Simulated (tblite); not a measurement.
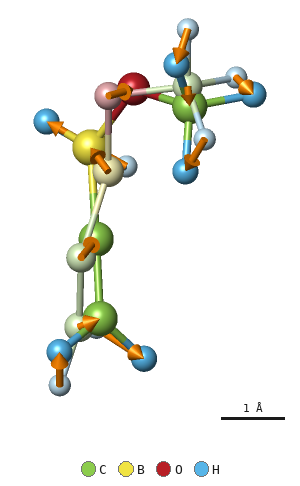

This is a relaxation of C3H6BO (multiplicity 2). The starting structure is drawn faded, the final one solid; orange arrows show the displacements, at their true length. The two geometries are superimposed by the best rigid fit.

The picture is a ball-and-stick view, seen from a free direction.

All numbers below come from tblite 0.8.0, GFN2-xTB geometry optimisation, gas phase. 

What did the optimiser do to the structure, and how much energy did it gain?

The largest move after the best rigid fit is that of an H atom, 1.47 Å. Largest moves by element: H 1.47 Å, C 0.79 Å, O 0.64 Å, B 0.59 Å. Among the contacts that change: B–O 1.461 → 1.353 Å, B–C 1.565 → 1.491 Å, C–C 1.319 → 1.288 Å, C–H 1.115 → 1.094 Å. Bond angles that change, for instance: C–C–B 123.2° → 178.4°, B–O–C 108.8° → 124.1°, H–C–H 118.0° → 113.5°. Groups turn about B–O by about 90°, C–O by about 45°. After 82 geometry steps the energy has fallen by 36.2 kcal/mol.
